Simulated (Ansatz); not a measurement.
## Geometry relaxation of SiPH$_{7}$O (part 1 of 2)

The run: geometry relaxation of SiPH$_{7}$O. Method and program: RKS PBE0-D4/def2-SVP (Ansatz 0.2.0).

The input holds or restrains some coordinates. Forces given for the steps count only the free coordinates. It belongs to a series of runs on one base structure; here: pulled along the bonds that form and break, towards end B. Figures and captions count atoms from 1; the log counts them from 0 in places.

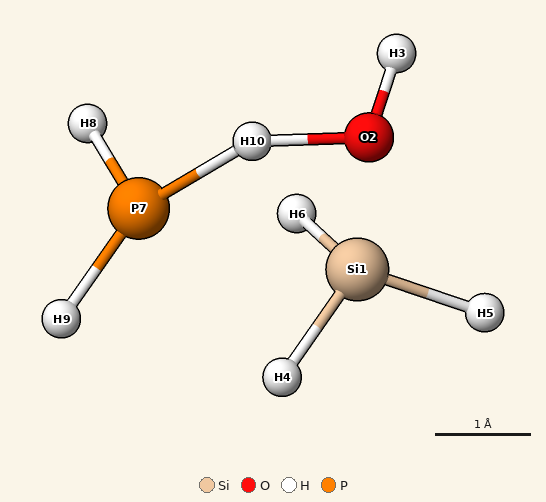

The input geometry (ball-and-stick view, seen at a tilt; atoms are numbered from 1 in the order of the input). Bond lengths as drawn: H–O 1.01 to 1.23 Å, H–P 1.42 to 1.58 Å and H–Si 1.46 Å.

**Summary**

- outcome: converged under the restraints of the input
- total energy: −19311.1172 eV
- mean-field energy: −19310.9592 eV
- largest force (length of the vector) at the end, held atoms and coordinates included: 0.949 eV/Å
- hardware: 2 threads of Arm Neoverse V1, 24 GiB of memory available, shared host
- wall time: 31 s (CPU time 60 s)
- peak memory: 0.16 GiB

**Input file**
```yaml
crystal:
  periodic: [false, false, false]
  atoms:
    - { symbol: Si, position_ang: [0.0, 0.0, 0.0] }
    - { symbol: O, position_ang: [0.0, 0.0, 2.03] }
    - { symbol: H, position_ang: [-0.9095, -0.2814, 2.3671] }
    - { symbol: H, position_ang: [1.3768, 0.0, -0.4862] }
    - { symbol: H, position_ang: [-0.6877, 1.1914, -0.4862] }
    - { symbol: H, position_ang: [-0.6877, -1.1914, -0.4862] }
    - { symbol: P, position_ang: [1.2944, -1.9656, 0.782] }
    - { symbol: H, position_ang: [0.4981, -3.1353, 0.6631] }
    - { symbol: H, position_ang: [2.4646, -2.108, -0.0096] }
    - { symbol: H, position_ang: [0.6725, -1.0212, 1.8891] }
basis:
  gaussian: { orbitals: def2-SVP }
hamiltonian:
  xc: pbe0
  dispersion: d4
relax:
  f_tol: 0.15
  max_steps: 25
  restrain:
    - { distance: [0, 6], at: 2.18, k: 30.0 }
    - { distance: [9, 1], at: 1.01, k: 30.0 }
    - { distance: [0, 1], at: 2.88, k: 30.0 }
    - { distance: [9, 6], at: 2.62, k: 30.0 }
```

Run as:
```bash
ansatz run input.yaml --threads 2 --pin off --max-ram 3072MiB --backend cpu --events-out ev --progress --plain --runs-dir out
```

**The program's output**
```
The last accepted step is kept in [file] (removed where the run ends without a failure and the disk answers)
Engine: ansatz 0.2.0, aarch64-unknown-linux-gnu
Functional definition: PBE0
  parameter a = 0.25
  parameter kappa = 0.804
  parameter beta = 0.06672455060314922
  exchange = (1 - a)*pbe_x(kappa = kappa, mu = beta*pi^2/3) + a*exact_x
  correlation = pbe_c(beta = beta)
872 factors; integrals over basis functions are off by at most 4.6e-4 eV
mean field evaluation 1: about -19305.0759 eV, gradient 3.8e1 eV
mean field evaluation 2: about -19300.0895 eV, gradient 6.4e1 eV
mean field evaluation 4: about -19307.7586 eV, gradient 1.5e0 eV
mean field evaluation 8: about -19307.7637 eV, gradient 7.9e-2 eV
mean field -19307.76374026 eV, -709.5472301823 hartree, gradient 3.3e-5 eV, S^2 0.000000; 0 other end points of the search recorded, 0 dependent functions left out
the calculation of the forces begins
reference -19307.76376485 eV, -709.5472310861 hartree; 22, 22 occupied and 63, 63 virtual orbitals, 872 factors
relax step   1: F+E_penalty+E_count = -19307.93002723 eV  Δ(F+E_penalty+E_count) = +0.000e0 eV  max|allowed force component| = 2.266e0 eV/Å  E_restraint = 29.06530069 eV  max|allowed force component, restraints' pulls added| = 2.471e1 eV/Å  Δτ_max = 0.0000 Å  (24 SCF iters, accepted)
  distance Si 0 - P 6 = 2.4800 Å
  distance H 9 - O 1 = 1.2308 Å
  distance Si 0 - O 1 = 2.0300 Å
  distance H 9 - P 6 = 1.5825 Å
these checks for a lower state are left out or cut short: starts, cluster_reference, orbital_swaps, neighbouring_geometries, increment
872 factors; integrals over basis functions are off by at most 4.8e-4 eV
mean field evaluation 16: about -19306.7439 eV, gradient 1.5e1 eV
mean field -19307.59113472 eV, -709.5408870455 hartree, gradient 1.9e-5 eV, S^2 0.000000; 0 other end points of the search recorded, 0 dependent functions left out
[... from here on the field's lines of each further geometry are left out, up to the last ...]
relax step   2: F+E_penalty+E_count = -19307.75358738 eV  Δ(F+E_penalty+E_count) = +1.764e-1 eV  max|allowed force component| = 2.861e0 eV/Å  E_restraint = 14.28896884 eV  max|allowed force component, restraints' pulls added| = 1.616e1 eV/Å  Δτ_max = 0.1947 Å  (29 SCF iters, accepted)
relax step   3: F+E_penalty+E_count = -19307.54538388 eV  Δ(F+E_penalty+E_count) = +2.082e-1 eV  max|allowed force component| = 2.894e0 eV/Å  E_restraint = 5.24626130 eV  max|allowed force component, restraints' pulls added| = 9.866e0 eV/Å  Δτ_max = 0.1947 Å  (30 SCF iters, accepted)
relax step   4: F+E_penalty+E_count = -19307.80545119 eV  Δ(F+E_penalty+E_count) = -2.601e-1 eV  max|allowed force component| = 1.927e0 eV/Å  E_restraint = 0.74106960 eV  max|allowed force component, restraints' pulls added| = 3.583e0 eV/Å  Δτ_max = 0.1946 Å  (30 SCF iters, accepted)
relax step   5: F+E_penalty+E_count = -19308.60831568 eV  Δ(F+E_penalty+E_count) = -8.029e-1 eV  max|allowed force component| = 1.594e0 eV/Å  E_restraint = 0.01925424 eV  max|allowed force component, restraints' pulls added| = 9.879e-1 eV/Å  Δτ_max = 0.1946 Å  (28 SCF iters, accepted)
relax step   6: F+E_penalty+E_count = -19309.37473605 eV  Δ(F+E_penalty+E_count) = -7.664e-1 eV  max|allowed force component| = 2.174e0 eV/Å  E_restraint = 0.01831509 eV  max|allowed force component, restraints' pulls added| = 1.462e0 eV/Å  Δτ_max = 0.1927 Å  (28 SCF iters, accepted)
relax step   7: F+E_penalty+E_count = -19310.11880319 eV  Δ(F+E_penalty+E_count) = -7.441e-1 eV  max|allowed force component| = 1.566e0 eV/Å  E_restraint = 0.07360861 eV  max|allowed force component, restraints' pulls added| = 1.726e0 eV/Å  Δτ_max = 0.1952 Å  (28 SCF iters, accepted)
relax step   8: F+E_penalty+E_count = -19310.50293047 eV  Δ(F+E_penalty+E_count) = -3.841e-1 eV  max|allowed force component| = 1.766e0 eV/Å  E_restraint = 0.04873240 eV  max|allowed force component, restraints' pulls added| = 1.823e0 eV/Å  Δτ_max = 0.1936 Å  (26 SCF iters, accepted)
relax step   9: F+E_penalty+E_count = -19310.73802612 eV  Δ(F+E_penalty+E_count) = -2.351e-1 eV  max|allowed force component| = 1.330e0 eV/Å  E_restraint = 0.03250299 eV  max|allowed force component, restraints' pulls added| = 9.513e-1 eV/Å  Δτ_max = 0.1998 Å  (26 SCF iters, accepted)
relax step  10: F+E_penalty+E_count = -19310.82986352 eV  Δ(F+E_penalty+E_count) = -9.184e-2 eV  max|allowed force component| = 1.399e0 eV/Å  E_restraint = 0.03037137 eV  max|allowed force component, restraints' pulls added| = 1.048e0 eV/Å  Δτ_max = 0.1967 Å  (25 SCF iters, accepted)
relax step  11: F+E_penalty+E_count = -19310.88541762 eV  Δ(F+E_penalty+E_count) = -5.555e-2 eV  max|allowed force component| = 2.219e0 eV/Å  E_restraint = 0.02912438 eV  max|allowed force component, restraints' pulls added| = 1.280e0 eV/Å  Δτ_max = 0.1922 Å  (27 SCF iters, accepted)
relax step  12: F+E_penalty+E_count = -19310.98994495 eV  Δ(F+E_penalty+E_count) = -1.045e-1 eV  max|allowed force component| = 1.228e0 eV/Å  E_restraint = 0.02417573 eV  max|allowed force component, restraints' pulls added| = 4.430e-1 eV/Å  Δτ_max = 0.1995 Å  (24 SCF iters, accepted)
relax step  13: F+E_penalty+E_count = -19311.04358932 eV  Δ(F+E_penalty+E_count) = -5.364e-2 eV  max|allowed force component| = 8.553e-1 eV/Å  E_restraint = 0.02145675 eV  max|allowed force component, restraints' pulls added| = 2.254e-1 eV/Å  Δτ_max = 0.2000 Å  (25 SCF iters, accepted)
relax step  14: F+E_penalty+E_count = -19311.06340251 eV  Δ(F+E_penalty+E_count) = -1.981e-2 eV  max|allowed force component| = 1.066e0 eV/Å  E_restraint = 0.01997489 eV  max|allowed force component, restraints' pulls added| = 6.542e-1 eV/Å  Δτ_max = 0.1959 Å  (26 SCF iters, accepted)
relax step  15: F+E_penalty+E_count = -19311.10806261 eV  Δ(F+E_penalty+E_count) = -4.466e-2 eV  max|allowed force component| = 7.356e-1 eV/Å  E_restraint = 0.02844965 eV  max|allowed force component, restraints' pulls added| = 1.407e-1 eV/Å  Δτ_max = 0.1249 Å  (25 SCF iters, accepted)
relax step  16: F+E_penalty+E_count = -19311.09693611 eV  Δ(F+E_penalty+E_count) = +1.113e-2 eV  max|allowed force component| = 1.076e0 eV/Å  E_restraint = 0.02599559 eV  max|allowed force component, restraints' pulls added| = 1.073e0 eV/Å  Δτ_max = 0.1974 Å  (26 SCF iters, rejected (line search))
relax step  17: F+E_penalty+E_count = -19311.11204494 eV  Δ(F+E_penalty+E_count) = -3.982e-3 eV  max|allowed force component| = 7.580e-1 eV/Å  E_restraint = 0.02539393 eV  max|allowed force component, restraints' pulls added| = 2.750e-1 eV/Å  Δτ_max = 0.0960 Å  (22 SCF iters, accepted)
the calculation of the forces begins
reference -19310.95915471 eV, -709.6646594974 hartree; 22, 22 occupied and 63, 63 virtual orbitals, 873 factors
relax step  18: F+E_penalty+E_count = -19311.11719786 eV  Δ(F+E_penalty+E_count) = -5.153e-3 eV  max|allowed force component| = 7.581e-1 eV/Å  E_restraint = 0.02525998 eV  max|allowed force component, restraints' pulls added| = 3.372e-2 eV/Å  Δτ_max = 0.0792 Å  (23 SCF iters, accepted)
  distance Si 0 - P 6 = 2.2107 Å
  distance H 9 - O 1 = 0.9829 Å
  distance Si 0 - O 1 = 2.8826 Å
  distance H 9 - P 6 = 2.6218 Å
873 factors; integrals over basis functions are off by at most 6.1e-4 eV
mean field evaluation 128: about -19304.0191 eV, gradient 6.2e1 eV
```

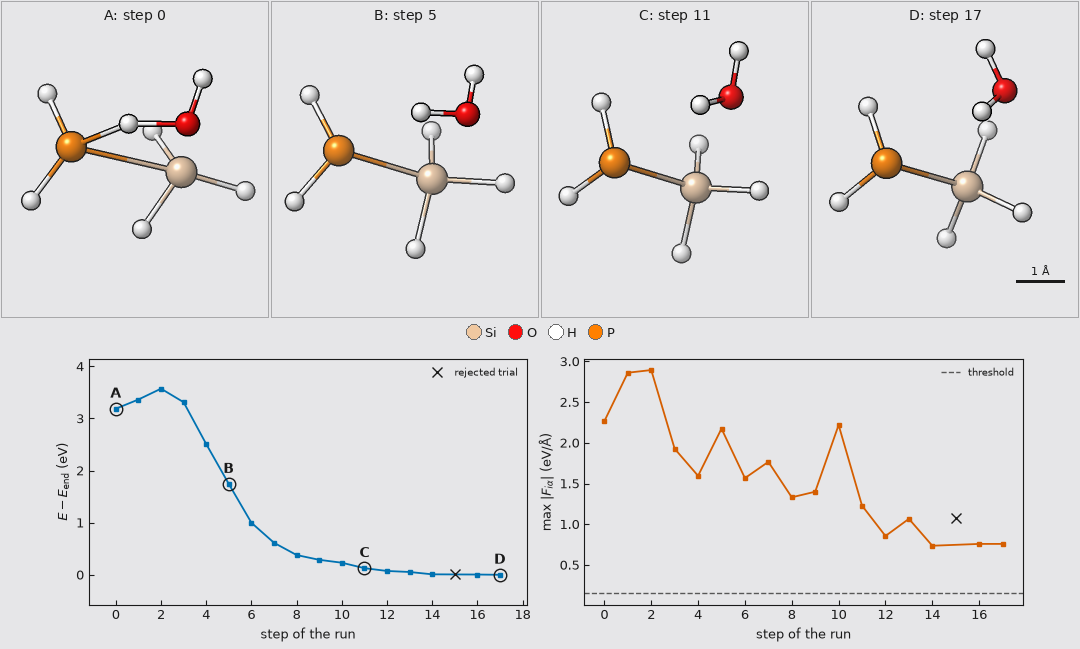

Frames of the restrained relaxation (ball-and-stick view, seen at a tilt) above the curves, on which the letters mark them (the first geometry is step 0 here and step 1 in the log).

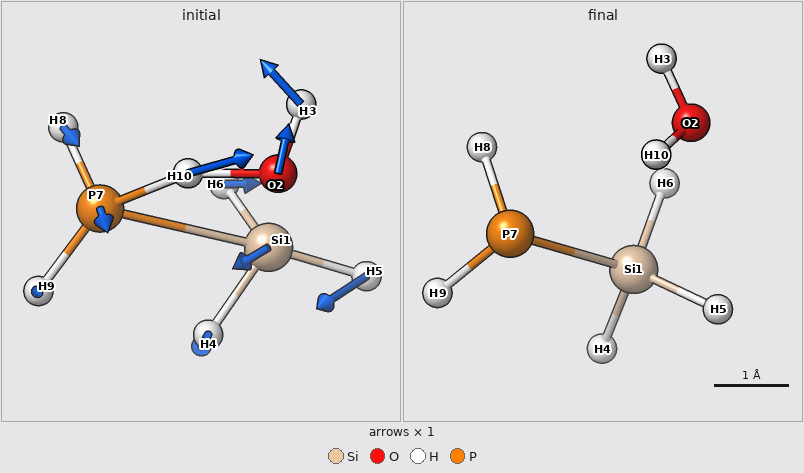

Before (left) and after (right) the restrained relaxation, at one scale (ball-and-stick view, seen at a tilt). The blue arrows give the displacements, at true length. Over 17 geometry steps the energy falls by 3.187 eV. Largest force component: 2.3 eV/Å at the start, 0.76 eV/Å at the end. The line search rejected the trial step at point 15 (counted from 0) and went back. The atom that moves furthest after the best rigid fit is H4 (1.45 Å). Largest moves by element: H 1.45 Å, O 0.72 Å, Si 0.66 Å, P 0.45 Å. Distances before and after: P7–H10 1.583 → 2.622 Å, Si1–P7 2.480 → 2.211 Å, O2–H10 1.231 → 0.983 Å, O2–H3 1.010 → 0.964 Å. Bonds break: P7–H10 (1.58 → 2.62 Å). Among the angles that change: H5–Si1–P7 176.6° → 110.5°, H4–Si1–P7 67.2° → 108.8°, H6–Si1–P7 72.8° → 112.0°. (Atoms are counted from 1 in the order of the input.)

```
mean field -19310.95912975 eV, -709.6646585801 hartree, gradient 3.3e-5 eV, S^2 0.000000; 1 other end points of the search recorded, 0 dependent functions left out
the calculation of the forces begins
reference -19310.95915471 eV, -709.6646594974 hartree; 22, 22 occupied and 63, 63 virtual orbitals, 873 factors
Total energy: -19311.11722282 eV, -709.6704683933 hartree
Atom 0 at     0.414820    -0.304845    -0.436831 Å, force    -0.461047     0.537798    -0.630878 eV/Å
Atom 1 at    -0.646931    -0.263357     2.242757 Å, force     0.709927     0.006557     0.411756 eV/Å
Atom 2 at    -1.078448    -1.052380     2.590409 Å, force     0.007920    -0.011729    -0.003486 eV/Å
Atom 3 at     1.030990    -0.316981    -1.804103 Å, force    -0.004935     0.003739    -0.011943 eV/Å
Atom 4 at     0.512147     1.092942     0.067191 Å, force     0.007461     0.020515     0.011938 eV/Å
Atom 5 at    -1.010230    -0.717775    -0.579772 Å, force     0.003454     0.004142    -0.005514 eV/Å
Atom 6 at     1.548815    -1.680951     0.869853 Å, force     0.476777    -0.623768     0.524612 eV/Å
Atom 7 at     0.605463    -2.747880     0.779658 Å, force    -0.000011     0.014984     0.007240 eV/Å
Atom 8 at     2.404091    -2.233372    -0.130145 Å, force     0.018574     0.014307    -0.002181 eV/Å
Atom 9 at     0.240783    -0.286901     2.664083 Å, force    -0.758120     0.033453    -0.301544 eV/Å
Dipole moment:    -0.042238    -0.298464     0.252865 e Å
```

**Trajectory as extended XYZ (Å, eV, eV/Å), 18 frames, from step=1 to step=18**
```
10
Properties=species:S:1:pos:R:3:forces:R:3 step=1 energy=-19307.93003
Si    0.0000    0.0000    0.0000    0.8463  -1.5878   1.0425
O     0.0000    0.0000    2.0300   -2.2661   0.0559  -1.2541
H    -0.9095   -0.2814    2.3671    1.5660   0.6673  -0.5472
H     1.3768    0.0000   -0.4862    0.3390   1.3647  -0.6676
H    -0.6877    1.1914   -0.4862   -0.6268   1.1181   0.6968
H    -0.6877   -1.1914   -0.4862   -1.1958   0.2503  -0.6311
P     1.2944   -1.9656    0.7820    0.7228  -2.2023   0.6128
H     0.4981   -3.1353    0.6631    0.4509  -0.1409  -0.1377
H     2.4646   -2.1080   -0.0096   -0.1827  -0.1648   0.2762
H     0.6725   -1.0212    1.8891    0.3466   0.6396   0.6093
```
